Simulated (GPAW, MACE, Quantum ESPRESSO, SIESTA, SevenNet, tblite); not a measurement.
# Predicting plane-wave site energies from GPAW dzp, PBE: Si in place of C in amorphous carbon (123 atoms)

Density of this cell: 1.80 g/cm³. The cell holds 123 atoms: 123 C. Its edges and angles: a = 11.085 Å, b = 11.085 Å, c = 11.085 Å, α = 90.0°, β = 90.0°, γ = 90.0°. 123 atoms (123 C) placed at random at 1.8 g/cm³, melted at 6000 K for 10 ps at fixed volume with the LCBOP (Los and Fasolino, Phys. Rev. B 68, 024107 (2003)). Quenched from 5000 K to 300 K at 500 K/ps and fixed volume, held 5 ps, then minimised at fixed cell. Then the atoms were relaxed with MACE MP-0b3 medium in the fixed cell.

Calculated with Quantum ESPRESSO 7.5: PBE; plane waves, SSSP efficiency, 45/360 Ry; k-points Γ. The cheaper level is PBE; dzp orbitals, PAW, h 0.18 Å; k-points Γ. Each row is one cell with Si in place of C, relaxed with MACE MP-0b3 medium; both levels solve the same cells, and energies are counted from site C11 at each level.

| energy from GPAW dzp, PBE (eV) | energy from plane waves (eV) | site |
| --- | --- | --- |
| 0.000 | 0 | C11 |
| 0.366 | 0.6192 | C118 |
| 1.847 | 2.011 | C34 |
| 2.368 | ? | ? |
| 2.743 | 3.286 | C46 |

Task: Fit a straight line to the rows given and interpolate to the withheld row.

Worked fit:

Take u as the energy from GPAW dzp, PBE and v as that from plane waves.

```
  u (eV)    v (eV)
       0         0
0.366414  0.619236
 1.84730   2.01091
 2.74323   3.28648
```

With n = 4: mean u = 1.23924, mean v = 1.47916, Σ(u − ū)² = 4.9293, Σ(u − ū)(v − v̄) = 5.6251. Slope b = 5.6251 / 4.9293 = 1.1412; intercept a = v̄ − b ū = 0.064978.

At the withheld site u = 2.368, and v = a + b u.

Prediction at 2.368: 2.767 eV. The run gave 2.575 eV, so the fit is high by 0.19 eV (7.5 % of the value).

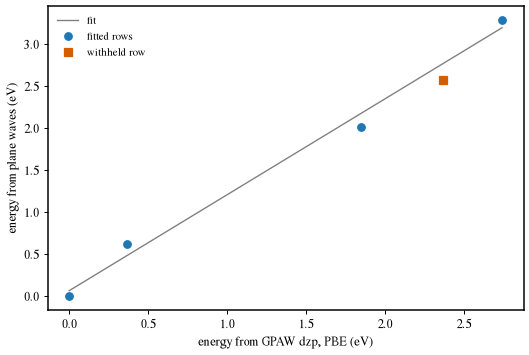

The fit, the rows that it rests on and the withheld row.

The slope of 1.1 says that GPAW dzp, PBE spreads the sites about as widely as plane waves do. Taken as it stands, without the line, its value misses the withheld site by 0.21 eV. Among the rows given, the largest miss of the fit is at 1.847, by 0.16 eV (4.9 % of the range of the table).

Limits: Few sites, one cell. The geometries are those of MACE MP-0b3 medium, not of DFT.

[Logs are printed without paths, hosts, clocks, repeated set-up lines and the standing remarks that a program may print on its own settings, such as how far it seeks lower states.]

[Hosts, paths, dates, database ids (printed as entryN), source tags and the programs' standing remarks are cut or masked in the printed files.]
